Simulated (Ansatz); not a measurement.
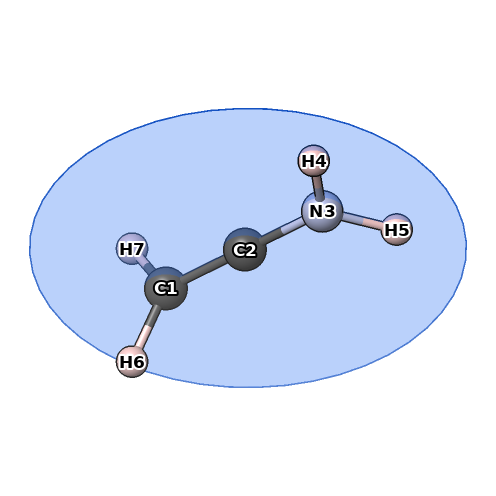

A disc through the centre of mass is drawn in. Depth is shown by fading: the farther an atom, the more it takes the colour of the background. State: charge +1, singlet. Computed geometry: PBE0-D4/def2-TZVP optimisation. No frequency run is at hand to confirm it as a minimum.

### Is the plane of the disc a mirror plane of the structure?

Yes. The reflection leaves C1, C2, N3, H4, H5 in place and moves H6 ↔ H7. The point group is C2v.
